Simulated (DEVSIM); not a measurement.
Structure: Ru/HfO2/n-GaSb capacitor, at 300 K.

| layer (left to right) | material | thickness (nm) | Nd (cm⁻³) |
|---|---|---|---|
| 1 | HfO2 | 5.20 | - |
| 2 | GaSb | 12000 | 2.7e15 |

Metal gate on the left, work function 4.7 eV. Fixed charge at the semiconductor interface -2.8e10 cm⁻² (in units of +e); no interface traps.

The device is made up for the run: typed textbook-type constants, with dimensions and the other settings drawn at random. Values at 300 K.

```
parameter      HfO2    GaSb
-------------  ----  ------
gap (eV)        5.7   0.726
affinity (eV)   2.5    4.06
permittivity     22    15.7
Nc (cm⁻³)         -  2.1e17
Nv (cm⁻³)         -  1.8e19
```

Model (solved in DEVSIM): 1D Poisson equation in equilibrium, Boltzmann statistics, complete ionisation; no quantum confinement or tunnelling. Metal contacts follow the ideal Schottky-Mott rule: no Fermi-level pinning, no interface dipoles.

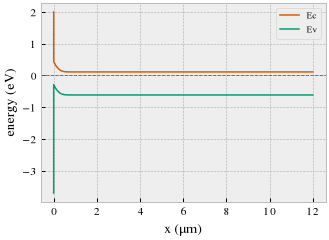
Figure. Band edges at 0.2 V on the gate

Energies count from the Fermi level of the right contact; mesh points crowd at the junctions.

```csv
x (μm),Ec (eV),Ev (eV),n (cm⁻³),p (cm⁻³),field (V/cm)
0.000,2.000,-3.700,< 1e2,< 1e2,-7400
0.001321,1.999,-3.701,< 1e2,< 1e2,-7400
0.003251,1.998,-3.702,< 1e2,< 1e2,-7400
0.004764,1.996,-3.704,< 1e2,< 1e2,-7400
0.006657,0.434,-0.292,1.1e10,2.3e14,-14000
0.01036,0.429,-0.297,1.3e10,1.9e14,-13000
0.01929,0.417,-0.309,2.1e10,1.2e14,-13000
0.05232,0.375,-0.351,1.0e11,2.3e13,-12000
0.1206,0.300,-0.426,1.9e12,1.2e12,-10000
0.2854,0.176,-0.550,2.3e14,1.1e10,-5000
0.6606,0.114,-0.612,2.5e15,9.5e8,-170
2.154,0.113,-0.613,2.7e15,8.9e8,≈ 0
5.194,0.113,-0.613,2.7e15,8.9e8,≈ 0
9.061,0.113,-0.613,2.7e15,8.9e8,≈ 0
11.08,0.113,-0.613,2.7e15,8.9e8,≈ 0
11.62,0.113,-0.613,2.7e15,8.9e8,≈ 0
11.85,0.113,-0.613,2.7e15,8.9e8,≈ 0
11.94,0.113,-0.613,2.7e15,8.9e8,≈ 0
11.98,0.113,-0.613,2.7e15,8.9e8,≈ 0
12.00,0.113,-0.613,2.7e15,8.9e8,≈ 0
12.00,0.113,-0.613,2.7e15,8.9e8,≈ 0
12.01,0.113,-0.613,2.7e15,8.9e8,≈ 0
```
